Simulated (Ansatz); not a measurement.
**AlBF₂H₂O: single points with varied inputs**

How do the results and run time of AlBF₂H₂O respond when the settings are drawn wide?

Computed with Ansatz 0.2.0, Gaussian basis. Level: the settings change from run to run.

**1. The relaxed structure**

An earlier PBE0-D4 in a triple-zeta def2 set relaxation fixed the geometry.

SMILES `O[B](F)[AlH][F]`, 7 atoms, charge 0, spin multiplicity 1.

Atoms are counted from 1 here; the program's logs count them from 0.

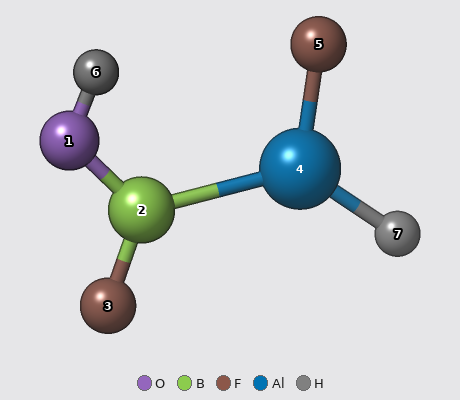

The structure; oxygen purple, boron green, fluorine brown, aluminium blue, hydrogen grey; atoms are numbered from 1 in the order of the file.

**2. revPBE0/def2-SVP**

This run has high accuracy, the search for lower states set to full.

Input file in.yaml:

```yaml
crystal:
  periodic: [false, false, false]
  atoms:
    - {symbol: O, position_ang: [0.462323, -0.166470, 1.769031]}
    - {symbol: B, position_ang: [0.511791, -0.675564, 0.519094]}
    - {symbol: F, position_ang: [1.170834, -1.824803, 0.394489]}
    - {symbol: Al, position_ang: [-0.411452, 0.301592, -1.162145]}
    - {symbol: F, position_ang: [-1.152669, 1.713102, -0.697832]}
    - {symbol: H, position_ang: [-0.019895, 0.662342, 1.825023]}
    - {symbol: H, position_ang: [-0.499632, -0.078199, -2.693261]}
basis:
  gaussian: {orbitals: def2-SVP}
hamiltonian: {xc: {name: revPBE0}}
accuracy: high
scf: {lower_state_search: full}
```

Command:

```console
ansatz run in.yaml --threads 2 --pin off --events-out ev --progress --plain --max-ram 4352MiB
```

The program printed:

```text
Functional definition: revPBE0
  name "revPBE0"
  cite "Zhang & Yang, Phys. Rev. Lett. 80, 890 (1998) doi:10.1103/PhysRevLett.80.890"
  cite "Adamo & Barone, J. Chem. Phys. 110, 6158 (1999) doi:10.1063/1.478522"
  cite "Perdew, Burke & Ernzerhof, Phys. Rev. Lett. 77, 3865 (1996) doi:10.1103/PhysRevLett.77.3865"
  parameter a = 0.25
  parameter kappa = 1.245
  parameter beta = 0.06672455060314922
  exchange = (1 - a)*pbe_x(kappa = kappa, mu = beta*pi^2/3) + a*exact_x
  correlation = pbe_c(beta = beta)
1782 factors; integrals over basis functions are off by at most 3.4e-9 eV
mean field evaluation 1: about -14771.6082 eV, gradient 5.7e1 eV
mean field evaluation 2: about -14771.7351 eV, gradient 5.6e1 eV
mean field evaluation 4: about -14776.8906 eV, gradient 8.3e0 eV
mean field evaluation 8: about -14777.0384 eV, gradient 8.4e-1 eV
mean field evaluation 16: about -14777.0399 eV, gradient 3.3e-5 eV
mean field -14777.03987653 eV, -543.0461992250 hartree, gradient 7.9e-8 eV, S^2 0.000000; 0 other end points of the search recorded, 0 dependent functions left out
reference -14777.03988011 eV, -543.0461993568 hartree; 23, 23 occupied and 61, 61 virtual orbitals, 1782 factors
Total energy: -14777.03988011 eV, -543.0461993568 hartree
```

Run time: 1.4 s. Hardware: 2 threads of AMD EPYC 9B45, shared host.

**3. PBE0/6-31G**

Set apart from the defaults: density fitting with def2-universal-jkfit, finite nuclei.

Changes to in.yaml since step 2:

```diff
@@ -11,5 +11,4 @@
 basis:
-  gaussian: {orbitals: def2-SVP}
-hamiltonian: {xc: {name: revPBE0}}
-accuracy: high
-scf: {lower_state_search: full}
+  gaussian: {orbitals: 6-31G, fitting: {mean_field: def2-universal-jkfit}, nuclear_model: gaussian}
+hamiltonian: {xc: {name: PBE0}}
+output: {forces: true}
```

The command is unchanged.

The program printed, cut to the lines that bear on the results:

```text
Functional definition: PBE0
  name "PBE0"
  cite "Adamo & Barone, J. Chem. Phys. 110, 6158 (1999) doi:10.1063/1.478522"
  cite "Perdew, Burke & Ernzerhof, Phys. Rev. Lett. 77, 3865 (1996) doi:10.1103/PhysRevLett.77.3865"
  parent pbe
[...]
470 factors; integrals over basis functions are off by at most 9.0e-2 eV
[...]
mean field -14776.12603279 eV, -543.0126160869 hartree, gradient 2.9e-5 eV, S^2 0.000000; 0 other end points of the search recorded, 0 dependent functions left out
[...]
reference -14776.12606531 eV, -543.0126172823 hartree; 23, 23 occupied and 30, 30 virtual orbitals, 470 factors
Total energy: -14776.12606531 eV, -543.0126172823 hartree
Atom 0 at     0.462323    -0.166470     1.769031 Å, force    -0.007160     0.144792     0.390247 eV/Å
Atom 1 at     0.511791    -0.675564     0.519094 Å, force    -0.604450     0.832123    -0.531212 eV/Å
Atom 2 at     1.170834    -1.824803     0.394489 Å, force     0.799639    -1.449444    -0.313698 eV/Å
Atom 3 at    -0.411452     0.301592    -1.162145 Å, force     0.879882    -1.562201    -0.231146 eV/Å
Atom 4 at    -1.152669     1.713102    -0.697832 Å, force    -0.802412     1.531545     0.516880 eV/Å
Atom 5 at    -0.019895     0.662342     1.825023 Å, force    -0.236143     0.552883     0.455116 eV/Å
Atom 6 at    -0.499632    -0.078199    -2.693261 Å, force    -0.029355    -0.049699    -0.286187 eV/Å
Dipole moment:    -0.096752     0.124071    -0.105970 e Å
```

It took 0.35 s on 2 threads of AMD EPYC 9B45, shared host.

Largest force 1.808 eV/Å, dipole 0.91 D.

**4. SPW92/aug-pcseg-2**

This run has atoms shaken by 0.03 Å.

Input file in.yaml:

```yaml
crystal:
  periodic: [false, false, false]
  atoms:
    - {symbol: O, position_ang: [0.419013, -0.136806, 1.800758]}
    - {symbol: B, position_ang: [0.534005, -0.683252, 0.525922]}
    - {symbol: F, position_ang: [1.170575, -1.829339, 0.414961]}
    - {symbol: Al, position_ang: [-0.487587, 0.356418, -1.125014]}
    - {symbol: F, position_ang: [-1.124866, 1.724158, -0.729536]}
    - {symbol: H, position_ang: [0.004864, 0.641029, 1.797099]}
    - {symbol: H, position_ang: [-0.552191, -0.106048, -2.683229]}
basis:
  gaussian: {orbitals: aug-pcseg-2}
hamiltonian: {xc: {name: SPW92}}
output: {forces: true}
```

Same command.

The program printed, cut to the lines that bear on the results:

```text
Functional definition: SPW92
  name "SPW92"
  cite "Dirac, Proc. Camb. Phil. Soc. 26, 376 (1930) doi:10.1017/S0305004100016108"
  cite "Slater, Phys. Rev. 81, 385 (1951) doi:10.1103/PhysRev.81.385"
  cite "Perdew & Wang, Phys. Rev. B 45, 13244 (1992) doi:10.1103/PhysRevB.45.13244"
[...]
1219 factors; their error is unknown
[...]
mean field -14709.17712339 eV, -540.5522890461 hartree, gradient 4.1e-5 eV, S^2 0.000000; 0 other end points of the search recorded, 0 dependent functions left out
[...]
reference -14709.17719189 eV, -540.5522915634 hartree; 23, 23 occupied and 257, 257 virtual orbitals, 1219 factors
Total energy: -14709.17719189 eV, -540.5522915634 hartree
Atom 0 at     0.419013    -0.136806     1.800758 Å, force     3.236443    -6.148256    -1.402137 eV/Å
Atom 1 at     0.534005    -0.683252     0.525922 Å, force    -0.763915     1.051002     1.004729 eV/Å
Atom 2 at     1.170575    -1.829339     0.414961 Å, force     0.048743     0.052497     0.110955 eV/Å
Atom 3 at    -0.487587     0.356418    -1.125014 Å, force     1.861965    -3.400438    -1.053199 eV/Å
Atom 4 at    -1.124866     1.724158    -0.729536 Å, force    -1.391013     2.876488     0.898378 eV/Å
Atom 5 at     0.004864     0.641029     1.797099 Å, force    -2.907463     5.397488     0.055294 eV/Å
Atom 6 at    -0.552191    -0.106048    -2.683229 Å, force    -0.084759     0.171220     0.385979 eV/Å
Dipole moment:    -0.114343     0.144619    -0.042175 e Å
```

Run time: 1.5 s. Hardware: 2 threads of AMD EPYC 9B45, shared host.

Largest force 7.088 eV/Å, dipole 0.91 D.

**5. wPBEh/aug-cc-pVDZ**

Input file in.yaml:

```yaml
crystal:
  periodic: [false, false, false]
  atoms:
    - {symbol: O, position_ang: [0.462323, -0.166470, 1.769031]}
    - {symbol: B, position_ang: [0.511791, -0.675564, 0.519094]}
    - {symbol: F, position_ang: [1.170834, -1.824803, 0.394489]}
    - {symbol: Al, position_ang: [-0.411452, 0.301592, -1.162145]}
    - {symbol: F, position_ang: [-1.152669, 1.713102, -0.697832]}
    - {symbol: H, position_ang: [-0.019895, 0.662342, 1.825023]}
    - {symbol: H, position_ang: [-0.499632, -0.078199, -2.693261]}
basis:
  gaussian: {orbitals: aug-cc-pVDZ}
hamiltonian: {xc: {name: wPBEh}}
output: {forces: true}
```

Launched as before.

The program printed, cut to the lines that bear on the results:

```text
Functional definition: wPBEh
  name "wPBEh"
  cite "Heyd, Scuseria & Ernzerhof, J. Chem. Phys. 118, 8207 (2003) doi:10.1063/1.1564060"
  cite "Krukau, Vydrov, Izmaylov & Scuseria, J. Chem. Phys. 125, 224106 (2006) doi:10.1063/1.2404663"
  cite "Heyd & Scuseria, J. Chem. Phys. 120, 7274 (2004) doi:10.1063/1.1668634"
  cite "Ernzerhof & Perdew, J. Chem. Phys. 109, 3313 (1998) doi:10.1063/1.476928"
  cite "Perdew, Burke & Ernzerhof, Phys. Rev. Lett. 77, 3865 (1996) doi:10.1103/PhysRevLett.77.3865"
  parent pbe
[...]
1215 factors; their error is unknown
178 factors; integrals over basis functions are off by at most 2.8e-6 eV
[...]
mean field -14781.75728499 eV, -543.2195607886 hartree, gradient 1.8e-5 eV, S^2 0.000000; 0 other end points of the search recorded, 0 dependent functions left out
[...]
reference -14781.75734134 eV, -543.2195628591 hartree; 23, 23 occupied and 114, 114 virtual orbitals, 1215 factors
Total energy: -14781.75734134 eV, -543.2195628591 hartree
Atom 0 at     0.462323    -0.166470     1.769031 Å, force     0.062551    -0.010410     0.277791 eV/Å
Atom 1 at     0.511791    -0.675564     0.519094 Å, force    -0.413592     0.623561    -0.202721 eV/Å
Atom 2 at     1.170834    -1.824803     0.394489 Å, force     0.386707    -0.667147    -0.052790 eV/Å
Atom 3 at    -0.411452     0.301592    -1.162145 Å, force     0.386341    -0.701190    -0.149371 eV/Å
Atom 4 at    -1.152669     1.713102    -0.697832 Å, force    -0.366197     0.697443     0.233570 eV/Å
Atom 5 at    -0.019895     0.662342     1.825023 Å, force    -0.044603     0.072776    -0.009271 eV/Å
Atom 6 at    -0.499632    -0.078199    -2.693261 Å, force    -0.011206    -0.015033    -0.097207 eV/Å
Dipole moment:    -0.072080     0.098060    -0.061998 e Å
```

Run time: 1.6 s. Hardware: 2 threads of AMD EPYC 9B45, shared host.

Largest force 0.822 eV/Å, dipole 0.66 D.

**6. B3LYP/def2-mTZVPP**

Changes to in.yaml since step 5:

```diff
@@ -11,4 +11,3 @@
 basis:
-  gaussian: {orbitals: aug-cc-pVDZ}
-hamiltonian: {xc: {name: wPBEh}}
-output: {forces: true}
+  gaussian: {orbitals: def2-mTZVPP}
+hamiltonian: {xc: {name: B3LYP}}
```

Launched as before.

The program printed:

```text
Functional definition: B3LYP
  name "B3LYP"
  cite "Stephens, Devlin, Chabalowski & Frisch, J. Phys. Chem. 98, 11623 (1994) doi:10.1021/j100096a001"
  cite "Becke, Phys. Rev. A 38, 3098 (1988) doi:10.1103/PhysRevA.38.3098"
  cite "Lee, Yang & Parr, Phys. Rev. B 37, 785 (1988) doi:10.1103/PhysRevB.37.785"
  cite "Vosko, Wilk & Nusair, Can. J. Phys. 58, 1200 (1980) doi:10.1139/p80-159"
  parameter a0 = 0.2
  parameter ax = 0.72
  parameter ac = 0.81
  exchange = (1 - a0 - ax)*slater_x + ax*b88_x + a0*exact_x
  correlation = (1 - ac)*vwn_rpa_c + ac*lyp_c
993 factors; their error is unknown
mean field evaluation 1: about -14788.0601 eV, gradient 7.0e1 eV
mean field evaluation 2: about -14769.4583 eV, gradient 1.3e2 eV
mean field evaluation 4: about -14795.3166 eV, gradient 6.9e0 eV
mean field evaluation 8: about -14795.3793 eV, gradient 1.4e-1 eV
mean field -14795.43545522 eV, -543.7222242728 hartree, gradient 7.3e-5 eV, S^2 0.000000; 0 other end points of the search recorded, 0 dependent functions left out
reference -14795.43571074 eV, -543.7222336633 hartree; 23, 23 occupied and 100, 100 virtual orbitals, 993 factors
Total energy: -14795.43571074 eV, -543.7222336633 hartree
```

Wall time 0.6 s (2 threads of AMD EPYC 9B45, shared host).

**7. B3LYP5/STO-3G**

Changes to in.yaml since step 6:

```diff
@@ -11,3 +11,4 @@
 basis:
-  gaussian: {orbitals: def2-mTZVPP}
-hamiltonian: {xc: {name: B3LYP}}
+  gaussian: {orbitals: STO-3G}
+hamiltonian: {xc: {name: B3LYP5}}
+output: {forces: true}
```

Same command.

The program printed, cut to the lines that bear on the results:

```text
Functional definition: B3LYP5
  name "B3LYP5"
  cite "Stephens, Devlin, Chabalowski & Frisch, J. Phys. Chem. 98, 11623 (1994) doi:10.1021/j100096a001"
  cite "Becke, Phys. Rev. A 38, 3098 (1988) doi:10.1103/PhysRevA.38.3098"
  cite "Lee, Yang & Parr, Phys. Rev. B 37, 785 (1988) doi:10.1103/PhysRevB.37.785"
  cite "Vosko, Wilk & Nusair, Can. J. Phys. 58, 1200 (1980) doi:10.1139/p80-159"
[...]
404 factors; integrals over basis functions are off by at most 6.6e-5 eV
[...]
mean field -14589.16976287 eV, -536.1420998909 hartree, gradient 4.1e-5 eV, S^2 0.000000; 0 other end points of the search recorded, 0 dependent functions left out
[...]
reference -14589.16991780 eV, -536.1421055846 hartree; 23, 23 occupied and 8, 8 virtual orbitals, 404 factors
Total energy: -14589.16991780 eV, -536.1421055846 hartree
Atom 0 at     0.462323    -0.166470     1.769031 Å, force     1.761795    -2.478820     1.406416 eV/Å
Atom 1 at     0.511791    -0.675564     0.519094 Å, force    -0.797584     0.390268    -2.775485 eV/Å
Atom 2 at     1.170834    -1.824803     0.394489 Å, force     0.114829    -0.100318     0.269673 eV/Å
Atom 3 at    -0.411452     0.301592    -1.162145 Å, force     0.168588    -0.224669     0.165955 eV/Å
Atom 4 at    -1.152669     1.713102    -0.697832 Å, force     0.282471    -0.614967    -0.397389 eV/Å
Atom 5 at    -0.019895     0.662342     1.825023 Å, force    -1.597581     2.674175    -0.026669 eV/Å
Atom 6 at    -0.499632    -0.078199    -2.693261 Å, force     0.067482     0.354331     1.357499 eV/Å
Dipole moment:    -0.088365     0.160390     0.037198 e Å
```

It took 0.3 s on 2 threads of AMD EPYC 9B45, shared host.

Largest force 3.351 eV/Å, dipole 0.90 D.

**8. wPBEh/ANO-RCC-VTZP**

This run has multiplicity 3, atoms shaken by 0.15 Å.

Input file in.yaml:

```yaml
crystal:
  periodic: [false, false, false]
  atoms:
    - {symbol: O, position_ang: [0.512488, -0.025600, 1.716220]}
    - {symbol: B, position_ang: [0.620412, -0.602022, 0.492207]}
    - {symbol: F, position_ang: [1.259270, -1.906103, 0.430628]}
    - {symbol: Al, position_ang: [-0.442084, 0.352552, -1.066293]}
    - {symbol: F, position_ang: [-1.305561, 1.755681, -0.740566]}
    - {symbol: H, position_ang: [0.179339, 0.982161, 1.678074]}
    - {symbol: H, position_ang: [-0.761771, -0.324524, -2.648308]}
basis:
  gaussian: {orbitals: ANO-RCC-VTZP}
magnetization: {spin_polarized: true, initial_magnetization: 2}
hamiltonian: {xc: {name: wPBEh}}
```

The command is unchanged.

The program printed, cut to the lines that bear on the results:

```text
Functional definition: wPBEh
  name "wPBEh"
  cite "Heyd, Scuseria & Ernzerhof, J. Chem. Phys. 118, 8207 (2003) doi:10.1063/1.1564060"
  cite "Krukau, Vydrov, Izmaylov & Scuseria, J. Chem. Phys. 125, 224106 (2006) doi:10.1063/1.2404663"
  cite "Heyd & Scuseria, J. Chem. Phys. 120, 7274 (2004) doi:10.1063/1.1668634"
  cite "Ernzerhof & Perdew, J. Chem. Phys. 109, 3313 (1998) doi:10.1063/1.476928"
  cite "Perdew, Burke & Ernzerhof, Phys. Rev. Lett. 77, 3865 (1996) doi:10.1103/PhysRevLett.77.3865"
  parent pbe
[...]
1419 factors; their error is unknown
85 factors; integrals over basis functions are off by at most 3.2e-6 eV
[...]
mean field -14799.34327539 eV, -543.8658340152 hartree, gradient 1.3e-5 eV, S^2 2.007278; 0 other end points of the search recorded, 0 dependent functions left out
reference -14799.34334749 eV, -543.8658366649 hartree; 24, 22 occupied and 158, 160 virtual orbitals, 1419 factors
Total energy: -14799.34334749 eV, -543.8658366649 hartree
Relativity: scalar
```

Wall time 4.1 s (2 threads of AMD EPYC 9B45, shared host); peak memory 0.66 GiB.

⟨S²⟩ 2.007.

**9. SPW92/def2-SVPD**

Set apart from the defaults: charge -1, multiplicity 2, a point charge of 1.00 e beside it, the search for lower states set to off.

Input file in.yaml:

```yaml
crystal:
  periodic: [false, false, false]
  atoms:
    - {symbol: O, position_ang: [0.462323, -0.166470, 1.769031]}
    - {symbol: B, position_ang: [0.511791, -0.675564, 0.519094]}
    - {symbol: F, position_ang: [1.170834, -1.824803, 0.394489]}
    - {symbol: Al, position_ang: [-0.411452, 0.301592, -1.162145]}
    - {symbol: F, position_ang: [-1.152669, 1.713102, -0.697832]}
    - {symbol: H, position_ang: [-0.019895, 0.662342, 1.825023]}
    - {symbol: H, position_ang: [-0.499632, -0.078199, -2.693261]}
basis:
  gaussian: {orbitals: def2-SVPD, point_charges: [{charge: 1.00, position_ang: [5.763, -0.835, 0.339]}]}
total_charge: -1
magnetization: {spin_polarized: true, initial_magnetization: 1}
hamiltonian: {xc: {name: SPW92}}
scf: {lower_state_search: off}
output: {forces: true}
```

Same command.

The program printed, cut to the lines that bear on the results:

```text
Functional definition: SPW92
  name "SPW92"
  cite "Dirac, Proc. Camb. Phil. Soc. 26, 376 (1930) doi:10.1017/S0305004100016108"
  cite "Slater, Phys. Rev. 81, 385 (1951) doi:10.1103/PhysRev.81.385"
  cite "Perdew & Wang, Phys. Rev. B 45, 13244 (1992) doi:10.1103/PhysRevB.45.13244"
[...]
1071 factors; their error is unknown
[...]
mean field -14700.93537763 eV, -540.2494104761 hartree, gradient 2.2e-6 eV, S^2 0.751455; 0 other end points of the search recorded, 0 dependent functions left out
[...]
reference -14700.93543069 eV, -540.2494124259 hartree; 24, 23 occupied and 105, 106 virtual orbitals, 1071 factors
Total energy: -14700.93543069 eV, -540.2494124259 hartree
Atom 0 at     0.462323    -0.166470     1.769031 Å, force     0.576837    -0.396697     1.399874 eV/Å
Atom 1 at     0.511791    -0.675564     0.519094 Å, force    -1.191643     1.610360    -2.191182 eV/Å
Atom 2 at     1.170834    -1.824803     0.394489 Å, force     0.981496    -1.436013     0.353090 eV/Å
Atom 3 at    -0.411452     0.301592    -1.162145 Å, force     1.407460    -1.775043     0.616227 eV/Å
Atom 4 at    -1.152669     1.713102    -0.697832 Å, force    -0.864792     1.593703     0.425963 eV/Å
Atom 5 at    -0.019895     0.662342     1.825023 Å, force    -0.341119     0.434777    -0.145503 eV/Å
Atom 6 at    -0.499632    -0.078199    -2.693261 Å, force    -0.081427    -0.061145    -0.420466 eV/Å
Dipole moment:    -0.467436     0.127374     0.469149 e Å
Checks for a lower state left out: stability, starts, cluster_reference, orbital_swaps, neighbouring_geometries, increment
```

Wall time 0.6 s (2 threads of AMD EPYC 9B45, shared host).

Largest force 2.969 eV/Å, ⟨S²⟩ 0.751.

**10. PBE/def2-mTZVPP**

Options: charge +1, multiplicity 2, a grid of angular degree 47.

Changes to in.yaml since step 9:

```diff
@@ -11,7 +11,6 @@
 basis:
-  gaussian: {orbitals: def2-SVPD, point_charges: [{charge: 1.00, position_ang: [5.763, -0.835, 0.339]}]}
-total_charge: -1
+  gaussian: {orbitals: def2-mTZVPP, final_grid: {core_spheres: 20, valence_spheres: 16, degree: 47}}
+total_charge: 1
 magnetization: {spin_polarized: true, initial_magnetization: 1}
-hamiltonian: {xc: {name: SPW92}}
-scf: {lower_state_search: off}
+hamiltonian: {xc: {name: PBE}}
 output: {forces: true}
```

The command is unchanged.

The program printed, cut to the lines that bear on the results:

```text
Functional definition: PBE
  name "PBE"
  cite "Perdew, Burke & Ernzerhof, Phys. Rev. Lett. 77, 3865 (1996) doi:10.1103/PhysRevLett.77.3865"
  parent pbe
[...]
976 factors; their error is unknown
[...]
mean field -14772.56056890 eV, -542.8815877060 hartree, gradient 2.7e-5 eV, S^2 0.754066; 1 other end points of the search recorded, 0 dependent functions left out
[...]
reference -14772.56061057 eV, -542.8815892372 hartree; 23, 22 occupied and 100, 101 virtual orbitals, 976 factors
Total energy: -14772.56061057 eV, -542.8815892372 hartree
Atom 0 at     0.462323    -0.166470     1.769031 Å, force    -0.330333     0.032327    -1.530917 eV/Å
Atom 1 at     0.511791    -0.675564     0.519094 Å, force     1.982384    -2.372488     2.809768 eV/Å
Atom 2 at     1.170834    -1.824803     0.394489 Å, force    -0.692420     0.809408    -1.038276 eV/Å
Atom 3 at    -0.411452     0.301592    -1.162145 Å, force    -0.904201     1.239879    -0.832669 eV/Å
Atom 4 at    -1.152669     1.713102    -0.697832 Å, force     0.248220    -0.336205     0.241930 eV/Å
Atom 5 at    -0.019895     0.662342     1.825023 Å, force    -0.472325     1.028281     0.686740 eV/Å
Atom 6 at    -0.499632    -0.078199    -2.693261 Å, force     0.168676    -0.401203    -0.336575 eV/Å
Dipole moment:    -0.087132    -0.001592    -0.422925 e Å
```

Wall time 1.9 s (2 threads of AMD EPYC 9B45, shared host).

Largest force 4.178 eV/Å, ⟨S²⟩ 0.754.

**11. The runs in one table**

| level | charge | multiplicity | geometry | functions | energy (eV) | time |
| --- | --- | --- | --- | --- | --- | --- |
| revPBE0/def2-SVP | 0 | 1 | relaxed | 84 | -14777.040 | 1.4 s |
| PBE0/6-31G | 0 | 1 | relaxed | 53 | -14776.126 | 0.35 s |
| SPW92/aug-pcseg-2 | 0 | 1 | shaken | 280 | -14709.177 | 1.5 s |
| wPBEh/aug-cc-pVDZ | 0 | 1 | relaxed | 137 | -14781.757 | 1.6 s |
| B3LYP/def2-mTZVPP | 0 | 1 | relaxed | 123 | -14795.436 | 0.6 s |
| B3LYP5/STO-3G | 0 | 1 | relaxed | 31 | -14589.170 | 0.3 s |
| wPBEh/ANO-RCC-VTZP | 0 | 3 | shaken | 182 | -14799.343 | 4.1 s |
| SPW92/def2-SVPD | -1 | 2 | relaxed, point charge | 129 | -14700.935 | 0.6 s |
| PBE/def2-mTZVPP | 1 | 2 | relaxed | 123 | -14772.561 | 1.9 s |

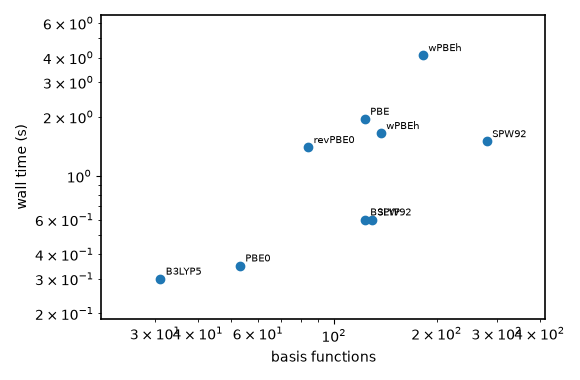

Wall time against the number of basis functions (shared host).

**12. Results**

```
                                         quantity                      value
                                             runs                          9
                                         quickest       B3LYP5/STO-3G, 0.3 s
                                          slowest  wPBEh/ANO-RCC-VTZP, 4.1 s
spread of total energies, same state and geometry                   206.3 eV
                  dipole, same state and geometry             0.66 to 0.91 D
```

Run time spans a factor of 14, from B3LYP5/STO-3G to wPBEh/ANO-RCC-VTZP. The jobs differ in tasks and options as well as level. Total energies at one charge and spin differ by 206 eV between levels, so only differences within one level mean anything. At the PBE0-D4/def2-TZVP geometry and in the same state, runs without warnings or point charges leave forces up to 3.35 eV/Å (B3LYP5/STO-3G), against 7.1 eV/Å where the atoms were moved. At that geometry and state the dipole changes by 39 % between the lowest and highest value.
